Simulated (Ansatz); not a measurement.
**CHSi (doublet): one geometry, many settings at distance C2–H3 = 1.976 Å**

Aim: run CHSi (doublet) at one geometry under a spread of methods and options, and see what each costs and gives.

The runs use Ansatz 0.2.0, Gaussian basis; the settings change from run to run.

19 further runs of the same task are left out: 1 for a mislabelled method, 1 for a known fault of the program, 9 that didn't finish, 8 set aside as unsound or not needed.

## (1) The system

The geometry derives from a PBE0/def2-TZVP stationary point (not a proven minimum). One bond is set to the value named and the two fragments are kept rigid.

3 atoms, charge 0, spin multiplicity 2.

Atoms are counted from 1 here; the program's logs count them from 0.

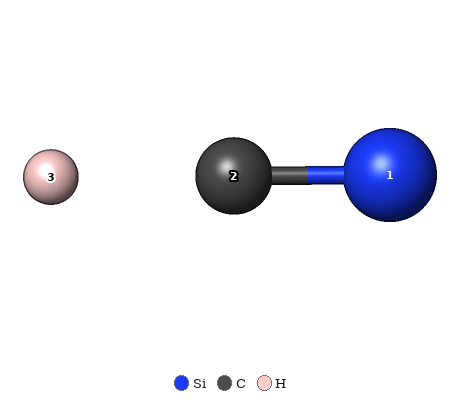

The geometry (silicon blue, carbon dark grey, hydrogen pink); atoms are numbered from 1 in the order of the file.

## (2) CISD/6-31G

The input, in.yaml:

```yaml
crystal:
  periodic: [false, false, false]
  atoms:
    - {symbol: Si, position_ang: [0.000000, 0.000000, -1.780301]}
    - {symbol: C, position_ang: [0.000000, 0.000000, -0.097850]}
    - {symbol: H, position_ang: [0.000000, 0.000000, 1.878150]}
basis:
  gaussian: {orbitals: 6-31G}
magnetization: {spin_polarized: false, initial_magnetization: 1}
correlation: {active_space: {ras: {orbitals: [4, 1, 13], electrons: 9, max_holes: 2, max_particles: 2}, fixed_orbitals: true}}
accuracy: high
```

Launch:

```console
$ ansatz run in.yaml --threads 1 --pin off --events-out ev --progress --plain --max-ram 2393MiB
```

The program printed:

```text
Functional definition: HF
  name "HF"
  cite "Fock, Z. Phys. 61, 126 (1930) doi:10.1007/BF01340294"
  parent pbe
  exchange = exact_x
  correlation = 0
518 factors; integrals over basis functions are off by at most 3.0e-9 eV
mean field evaluation 1: about -8898.1212 eV, gradient 9.8e0 eV
mean field evaluation 2: about -8898.1238 eV, gradient 9.8e0 eV
mean field evaluation 4: about -8898.6784 eV, gradient 2.9e0 eV
mean field evaluation 8: about -8898.7505 eV, gradient 2.5e-1 eV
mean field evaluation 16: about -8898.7528 eV, gradient 1.8e-8 eV
mean field evaluation 32: about -8898.7528 eV, gradient 2.2e-2 eV
mean field evaluation 64: about -8896.4905 eV, gradient 1.3e0 eV
mean field -8898.75282447 eV, -327.0231345078 hartree, gradient 1.8e-8 eV, S^2 0.750000; 5 other end points of the search recorded, 0 dependent functions left out
reference -8898.75282447 eV, -327.0231345078 hartree; 11, 10 occupied and 13, 14 virtual orbitals, 518 factors
state -8903.32158059 eV, -327.1910331986 hartree
Total energy: -8903.32158059 eV, -327.1910331986 hartree
```

Wall time 0.87 s (1 thread of Arm Neoverse V1, shared host).

From the report: 2,264 determinants.

## (3) NEVPT4(SD)(1,2)/6-31G

The input, in.yaml:

```yaml
crystal:
  periodic: [false, false, false]
  atoms:
    - {symbol: Si, position_ang: [0.000000, 0.000000, -1.780301]}
    - {symbol: C, position_ang: [0.000000, 0.000000, -0.097850]}
    - {symbol: H, position_ang: [0.000000, 0.000000, 1.878150]}
basis:
  gaussian: {orbitals: 6-31G, fitting: {mean_field: def2-universal-jkfit}, point_charges: [{charge: -0.50, position_ang: [3.927, 0.092, 0.750]}]}
magnetization: {spin_polarized: false, initial_magnetization: 1}
correlation: {method: fic_nevpt4_sd, electrons: outside_noble_gas, active_space: {window: {electrons: 1, orbitals: 2}}}
accuracy: high
```

The command is unchanged.

The program printed, shortened:

```text
Functional definition: HF
  name "HF"
  cite "Fock, Z. Phys. 61, 126 (1930) doi:10.1007/BF01340294"
  parent pbe
[...]
221 factors; integrals over basis functions are off by at most 1.3e-1 eV
[...]
mean field -8898.76172198 eV, -327.0234614854 hartree, gradient 2.5e-8 eV, S^2 0.750000; 9 other end points of the search recorded, 0 dependent functions left out
reference -8898.76172198 eV, -327.0234614854 hartree; 11, 10 occupied and 13, 14 virtual orbitals, 221 factors
state -8898.76172198 eV, -327.0234614854 hartree
state -8898.76172198 eV, -327.0234614854 hartree; corrected -8903.62723976 eV, -327.2022659659 hartree
WARN: 1 active orbitals are nearly empty or full. The corrections depend on them more than the energy does, and are more stable in an active space without them
Total energy: -8903.62723976 eV, -327.2022659659 hartree
```

Run time: 0.57 s. Hardware: 1 thread of Arm Neoverse V1, shared host.

From the report: 2 determinants; active occupations 1.00, 0.00. The report marks this result as in doubt.

## (4) BCCD/6-31G

The input, in.yaml:

```yaml
crystal:
  periodic: [false, false, false]
  atoms:
    - {symbol: Si, position_ang: [0.000000, 0.000000, -1.780301]}
    - {symbol: C, position_ang: [0.000000, 0.000000, -0.097850]}
    - {symbol: H, position_ang: [0.000000, 0.000000, 1.878150]}
basis:
  gaussian: {orbitals: 6-31G}
magnetization: {spin_polarized: false, initial_magnetization: 1}
hamiltonian: {xc: {name: r2SCAN}}
correlation: {method: bccd, electrons: outside_noble_gas}
scf: {lower_state_search: full}
```

The command is unchanged.

The program printed, shortened:

```text
Functional definition: r2SCAN
  name "r2SCAN"
  cite "Furness, Kaplan, Ning, Perdew & Sun, J. Phys. Chem. Lett. 11, 8208 (2020) doi:10.1021/acs.jpclett.0c02405"
  cite "Furness, Kaplan, Ning, Perdew & Sun, J. Phys. Chem. Lett. 11, 9248 (2020) doi:10.1021/acs.jpclett.0c03077"
  parent r2scan
[...]
299 factors; integrals over basis functions are off by at most 1.1e-4 eV
[...]
mean field -8920.26250588 eV, -327.8136007200 hartree, gradient 6.4e-6 eV, S^2 0.750000; 12 other end points of the search recorded, 0 dependent functions left out
[...]
unrestricted determinant -8900.35786307 eV, -327.0821185884 hartree, S^2 1.9677
6 core orbitals not correlated: weight in the atoms' cores, before any rotation towards them, 1.000 or more for the frozen orbitals, at most 0.000 for the correlated occupied ones
reference -8898.37564934 eV, -327.0092735776 hartree; 5, 4 occupied and 13, 14 virtual orbitals, 299 factors
second order -4.62220066 eV of doubles, -0.25067179 eV of singles
cycle   1  -4.82494790 eV  change    4.3e-2 eV  update   1.2e-1
[...]
cycle  19  -5.43420382 eV  change    3.9e-7 eV  update   1.0e-5
WARN: the results are in doubt because among natural orbitals full CI differs from the method by -0.133 eV
Total energy: -8903.80985316 eV, -327.2089768845 hartree
In doubt: among natural orbitals full CI differs from the method by -0.133 eV
```

It took 9.5 s on 1 thread of Arm Neoverse V1, shared host.

From the report: correlation -5.4342 eV; largest double amplitude 0.16. Mind the lines of doubt at the end of the log.

## (5) CISDT/STO-3G

The input, in.yaml:

```yaml
crystal:
  periodic: [false, false, false]
  atoms:
    - {symbol: Si, position_ang: [0.000000, 0.000000, -1.780301]}
    - {symbol: C, position_ang: [0.000000, 0.000000, -0.097850]}
    - {symbol: H, position_ang: [0.000000, 0.000000, 1.878150]}
basis:
  gaussian: {orbitals: STO-3G}
magnetization: {spin_polarized: false, initial_magnetization: 1}
correlation: {active_space: {ras: {orbitals: [4, 1, 4], electrons: 9, max_holes: 3, max_particles: 3}, fixed_orbitals: true}}
```

The command is unchanged.

The program printed:

```text
Functional definition: HF
  name "HF"
  cite "Fock, Z. Phys. 61, 126 (1930) doi:10.1007/BF01340294"
  parent pbe
  exchange = exact_x
  correlation = 0
169 factors; integrals over basis functions are off by at most 3.2e-5 eV
mean field evaluation 1: about -8792.5892 eV, gradient 1.3e1 eV
mean field evaluation 2: about -8792.6006 eV, gradient 1.3e1 eV
mean field evaluation 4: about -8793.7416 eV, gradient 3.7e0 eV
mean field evaluation 8: about -8793.8721 eV, gradient 1.8e-1 eV
mean field evaluation 16: about -8793.8746 eV, gradient 2.0e-2 eV
mean field evaluation 32: about -8786.0665 eV, gradient 1.1e1 eV
mean field evaluation 64: about -8792.5168 eV, gradient 7.9e-2 eV
mean field evaluation 96: about -8792.9516 eV, gradient 1.4e-1 eV
mean field -8793.87198120 eV, -323.1688346087 hartree, gradient 4.7e-6 eV, S^2 0.750000; 9 other end points of the search recorded, 0 dependent functions left out
reference -8793.87198120 eV, -323.1688346087 hartree; 11, 10 occupied and 4, 5 virtual orbitals, 169 factors
state -8799.09970018 eV, -323.3609497376 hartree
Total energy: -8799.09970018 eV, -323.3609497376 hartree
```

Wall time 0.54 s (1 thread of Arm Neoverse V1, shared host).

From the report: 939 determinants.

## (6) MP2 on ROHF/6-31G

The input, in.yaml:

```yaml
crystal:
  periodic: [false, false, false]
  atoms:
    - {symbol: Si, position_ang: [0.000000, 0.000000, -1.780301]}
    - {symbol: C, position_ang: [0.000000, 0.000000, -0.097850]}
    - {symbol: H, position_ang: [0.000000, 0.000000, 1.878150]}
basis:
  gaussian: {orbitals: 6-31G}
magnetization: {spin_polarized: false, initial_magnetization: 1}
correlation: {method: mp2, electrons: outside_noble_gas}
scf: {lower_state_search: full}
output: {forces: true}
```

Launched as before.

The program printed, shortened:

```text
Functional definition: HF
  name "HF"
  cite "Fock, Z. Phys. 61, 126 (1930) doi:10.1007/BF01340294"
  parent pbe
[...]
299 factors; integrals over basis functions are off by at most 1.1e-4 eV
[...]
mean field -8898.75274253 eV, -327.0231314967 hartree, gradient 1.5e-6 eV, S^2 0.750000; 10 other end points of the search recorded, 0 dependent functions left out
[...]
unrestricted determinant -8900.35786307 eV, -327.0821185884 hartree, S^2 1.9677
6 core orbitals not correlated: weight in the atoms' cores, before any rotation towards them, 1.000 or more for the frozen orbitals, at most 0.000 for the correlated occupied ones
reference -8898.75274253 eV, -327.0231314967 hartree; 5, 4 occupied and 13, 14 virtual orbitals, 299 factors
second order -4.14131047 eV of doubles, -0.02080527 eV of singles
[...]
Total energy: -8902.91485827 eV, -327.1760864289 hartree
Atom 0 at     0.000000     0.000000    -1.780301 Å, force    -0.000000    -0.000000    -3.110278 eV/Å
Atom 1 at     0.000000     0.000000    -0.097850 Å, force     0.000000     0.000000     6.889110 eV/Å
Atom 2 at     0.000000     0.000000     1.878150 Å, force     0.000000     0.000000    -3.778832 eV/Å
Dipole moment:     0.000000     0.000000     0.055984 e Å
```

It took 0.51 s on 1 thread of Arm Neoverse V1, shared host.

## (7) BCCD on ROHF/6-31G

in.yaml: that of step 6 with these lines changed.

```diff
@@ -9,4 +9,3 @@
 magnetization: {spin_polarized: false, initial_magnetization: 1}
-correlation: {method: mp2, electrons: outside_noble_gas}
-scf: {lower_state_search: full}
-output: {forces: true}
+correlation: {method: bccd, electrons: all}
+scf: {lower_state_search: off}
```

Launched as before.

The program printed, shortened:

```text
Functional definition: HF
  name "HF"
  cite "Fock, Z. Phys. 61, 126 (1930) doi:10.1007/BF01340294"
  parent pbe
[...]
299 factors; integrals over basis functions are off by at most 1.1e-4 eV
[...]
mean field -8898.75274253 eV, -327.0231314967 hartree, gradient 1.5e-6 eV, S^2 0.750000; 0 other end points of the search recorded, 0 dependent functions left out
reference -8898.75274253 eV, -327.0231314967 hartree; 11, 10 occupied and 13, 14 virtual orbitals, 299 factors
second order -4.27946492 eV of doubles, -0.02093295 eV of singles
cycle   1  -4.61841284 eV  change   -3.2e-1 eV  update   1.2e-1
[...]
cycle  18  -5.22278160 eV  change    2.1e-5 eV  update   1.4e-5
Total energy: -8903.97552413 eV, -327.2150651803 hartree
Checks for a lower state left out: stability, starts, cluster_reference, orbital_swaps, neighbouring_geometries, increment
```

Run time: 0.63 s. Hardware: 1 thread of Arm Neoverse V1, shared host.

From the report: correlation -5.2228 eV; largest double amplitude 0.16.

## (8) CCSDT(Q)/B on UHF/6-31G

in.yaml: that of step 7 with these lines changed.

```diff
@@ -8,4 +8,4 @@
   gaussian: {orbitals: 6-31G}
-magnetization: {spin_polarized: false, initial_magnetization: 1}
-correlation: {method: bccd, electrons: all}
-scf: {lower_state_search: off}
+magnetization: {spin_polarized: true, initial_magnetization: 1}
+correlation: {method: ccsdt_q_b, electrons: outside_noble_gas}
+output: {forces: true}
```

Launched as before.

The program printed, shortened:

```text
Functional definition: HF
  name "HF"
  cite "Fock, Z. Phys. 61, 126 (1930) doi:10.1007/BF01340294"
  parent pbe
[...]
500 factors; integrals over basis functions are off by at most 8.2e-8 eV
[...]
mean field -8900.35794841 eV, -327.0821217250 hartree, gradient 3.0e-6 eV, S^2 1.967677; 21 other end points of the search recorded, 0 dependent functions left out
determinant -8900.35794841 eV, -327.0821217250 hartree, with singles and doubles -8903.72693067 eV, -327.2059295393 hartree
determinant -8899.52524858 eV, -327.0515205703 hartree, with singles and doubles -8902.73135718 eV, -327.1693428882 hartree
determinant -8899.35897189 eV, -327.0454100146 hartree, with singles and doubles -8903.48042078 eV, -327.1968704679 hartree
determinant -8899.21822641 eV, -327.0402377139 hartree, with singles and doubles -8903.62560543 eV, -327.2022059053 hartree
[...]
6 core orbitals not correlated: weight in the atoms' cores, before any rotation towards them, 1.000 or more for the frozen orbitals, at most 0.000 for the correlated occupied ones
reference -8900.35794841 eV, -327.0821217250 hartree; 5, 4 occupied and 13, 14 virtual orbitals, 500 factors
second order -2.08281923 eV of doubles, -0.00000000 eV of singles
cycle   1  -2.44434216 eV  change   -3.6e-1 eV  update   1.0e-1
[...]
cycle  32  -3.77803269 eV  change    2.7e-7 eV  update   3.0e-7
perturbative correction -0.03709002 eV, -0.0013630330 hartree
[...]
Total energy: -8904.17307112 eV, -327.2223248984 hartree
Atom 0 at     0.000000     0.000000    -1.780301 Å, force     0.000000    -0.000000    -3.347973 eV/Å
Atom 1 at     0.000000     0.000000    -0.097850 Å, force     0.000000     0.000000     6.086842 eV/Å
Atom 2 at     0.000000     0.000000     1.878150 Å, force    -0.000000     0.000000    -2.738869 eV/Å
Dipole moment:    -0.000000     0.000000    -0.056021 e Å
```

It took 18 s on 1 thread of Arm Neoverse V1, shared host.

From the report: ⟨S²⟩ of the determinant 1.968 (pure doublet: 0.75); correlation -3.8151 eV; T1 0.123; largest double amplitude 0.22. The determinant is far from a pure spin state, so its energy mixes those of several spin states (harmless only where they are near-degenerate, as at dissociation).

## (9) CCSD(T)/6-31G

in.yaml: that of step 8 with these lines changed.

```diff
@@ -9,3 +9,3 @@
 magnetization: {spin_polarized: true, initial_magnetization: 1}
-correlation: {method: ccsdt_q_b, electrons: outside_noble_gas}
-output: {forces: true}
+hamiltonian: {xc: {name: PBE0}}
+correlation: {method: ccsd_t, electrons: outside_noble_gas}
```

Launched as before.

The program printed, shortened:

```text
Functional definition: PBE0
  name "PBE0"
  cite "Adamo & Barone, J. Chem. Phys. 110, 6158 (1999) doi:10.1063/1.478522"
  cite "Perdew, Burke & Ernzerhof, Phys. Rev. Lett. 77, 3865 (1996) doi:10.1103/PhysRevLett.77.3865"
  parent pbe
[...]
299 factors; integrals over basis functions are off by at most 1.1e-4 eV
[...]
mean field -8916.89007383 eV, -327.6896661282 hartree, gradient 7.8e-7 eV, S^2 1.029285; 4 other end points of the search recorded, 0 dependent functions left out
6 core orbitals not correlated: weight in the atoms' cores, before any rotation towards them, 1.000 or more for the frozen orbitals, at most 0.000 for the correlated occupied ones
reference -8899.14772042 eV, -327.0376466663 hartree; 5, 4 occupied and 13, 14 virtual orbitals, 299 factors
second order -3.93476892 eV of doubles, -0.25564930 eV of singles
cycle   1  -4.12531205 eV  change    7.1e-2 eV  update   9.5e-2
[...]
cycle  17  -4.65498470 eV  change    5.6e-6 eV  update   6.1e-6
perturbative correction -0.26078735 eV, -0.0095837584 hartree
Total energy: -8904.06349247 eV, -327.2182979571 hartree
```

Run time: 1.8 s. Hardware: 1 thread of Arm Neoverse V1, shared host.

From the report: ⟨S²⟩ of the determinant 1.029 (pure doublet: 0.75); correlation -4.9158 eV; T1 0.026; largest double amplitude 0.15. The orbitals are Kohn-Sham ones, so correlation energy and T1 don't compare with those on Hartree-Fock orbitals.

## (10) CCSD(T) on ROHF/6-31G

in.yaml: that of step 9 with these lines changed.

```diff
@@ -8,4 +8,5 @@
   gaussian: {orbitals: 6-31G}
-magnetization: {spin_polarized: true, initial_magnetization: 1}
-hamiltonian: {xc: {name: PBE0}}
+magnetization: {spin_polarized: false, initial_magnetization: 1}
 correlation: {method: ccsd_t, electrons: outside_noble_gas}
+scf: {omitted_lower_state_checks: [cluster_reference]}
+output: {forces: true}
```

Same command.

The program printed, shortened:

```text
Functional definition: HF
  name "HF"
  cite "Fock, Z. Phys. 61, 126 (1930) doi:10.1007/BF01340294"
  parent pbe
[...]
299 factors; integrals over basis functions are off by at most 1.1e-4 eV
[...]
mean field -8898.75274253 eV, -327.0231314967 hartree, gradient 1.5e-6 eV, S^2 0.750000; 5 other end points of the search recorded, 0 dependent functions left out
6 core orbitals not correlated: weight in the atoms' cores, before any rotation towards them, 1.000 or more for the frozen orbitals, at most 0.000 for the correlated occupied ones
reference -8898.75274253 eV, -327.0231314967 hartree; 5, 4 occupied and 13, 14 virtual orbitals, 299 factors
second order -4.14131047 eV of doubles, -0.02080527 eV of singles
cycle   1  -4.44451020 eV  change   -2.8e-1 eV  update   1.2e-1
[...]
cycle  20  -5.12233813 eV  change    8.5e-7 eV  update   8.6e-7
perturbative correction -0.25988389 eV, -0.0095505569 hartree
[...]
Total energy: -8904.13496455 eV, -327.2209245077 hartree
Atom 0 at     0.000000     0.000000    -1.780301 Å, force     0.000000    -0.000000    -3.384213 eV/Å
Atom 1 at     0.000000     0.000000    -0.097850 Å, force    -0.000000    -0.000000     6.077425 eV/Å
Atom 2 at     0.000000     0.000000     1.878150 Å, force    -0.000000     0.000000    -2.693212 eV/Å
Dipole moment:     0.000000     0.000000    -0.046294 e Å
Checks for a lower state left out: cluster_reference
```

It took 0.81 s on 1 thread of Arm Neoverse V1, shared host.

From the report: correlation -5.3822 eV; T1 0.043; largest double amplitude 0.19.

## (11) All runs side by side

Where basis and cores are those of an earlier FCI/6-31G run (-8904.1906 eV), and the state is the same kind, the miss against it is given. † marks a result that the program doubts.

| level | correlated | functions | energy (eV) | from FCI (meV) | time |
| --- | --- | --- | --- | --- | --- |
| CISD/6-31G | outside noble gas | 24 | -8903.3216 | 869.0 | 0.87 s |
| NEVPT4(SD)(1,2)/6-31G (beside a point charge) † | outside noble gas | 24 | -8903.6272 |  | 0.57 s |
| BCCD/6-31G (on r2SCAN orbitals) † | outside noble gas | 24 | -8903.8099 | 380.8 | 9.5 s |
| CISDT/STO-3G | outside noble gas | 15 | -8799.0997 |  | 0.54 s |
| MP2 on ROHF/6-31G | outside noble gas | 24 | -8902.9149 | 1275.8 | 0.51 s |
| BCCD on ROHF/6-31G | all | 24 | -8903.9755 |  | 0.63 s |
| CCSDT(Q)/B on UHF/6-31G | outside noble gas | 24 | -8904.1731 | 17.5 | 18 s |
| CCSD(T)/6-31G (on PBE0 orbitals) | outside noble gas | 24 | -8904.0635 | 127.1 | 1.8 s |
| CCSD(T) on ROHF/6-31G | outside noble gas | 24 | -8904.1350 | 55.7 | 0.81 s |

## (12) Outcome

```
quantity                          value
    runs                              9
quickest      MP2 on ROHF/6-31G, 0.51 s
 slowest  CCSDT(Q)/B on UHF/6-31G, 18 s
```

Total energies in different bases, with other cores or another treatment of relativity can't be set against each other. CCSDT(Q)/B on UHF/6-31G took 35 times as long as MP2 on ROHF/6-31G; the jobs differ in more than the method. Among the correlated runs with a miss given, it spans +18 to +1276 meV. Cores frozen from Kohn-Sham orbitals shift the total energy.
